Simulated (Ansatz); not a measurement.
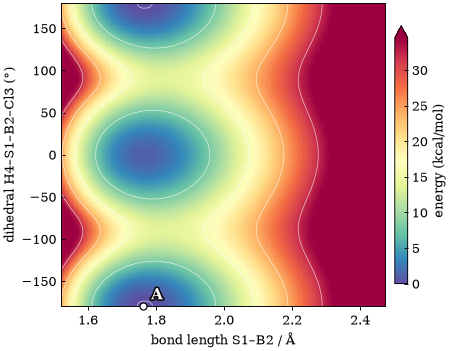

BClHS, SMILES S[B]Cl, spin multiplicity 2. The first coordinate is: bond length S1–B2; the second: dihedral H4–S1–B2–Cl3. Nothing is relaxed (all other coordinates rigid). The grid has 15 × 15 points; 120 points were computed and 105 follow by symmetry. Points are written as (first, second). Energies: kcal/mol, counted from the lowest grid point. Level of theory: Ansatz, UKS PBE0-D4/def2-TZVP.

In the figure: a smooth colour map with a few white contour lines, one colour for all values above the top of the scale, the point A. Between grid points the surface is interpolated.

### What is the easiest way out of the well at A, and how high is the barrier?

The easiest path leads from the well at about (1.76 Å, −180°) to the well at about (1.76 Å, 0°), about 1.2 kcal/mol higher. Its highest point lies about 14 kcal/mol above the bottom of the first well on the interpolated surface, at about (1.82 Å, −90°). The start is the relaxed structure and all else is held, so a fully relaxed path at this level can only be lower.

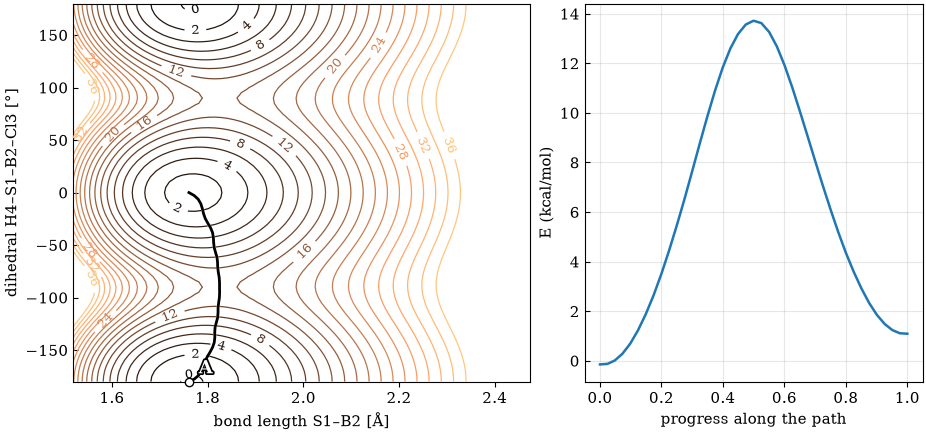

The picture shows contour lines labelled in kcal/mol (none above 36), a line along the lowest path, the energy along the path at the right. Between grid points the surface is interpolated.
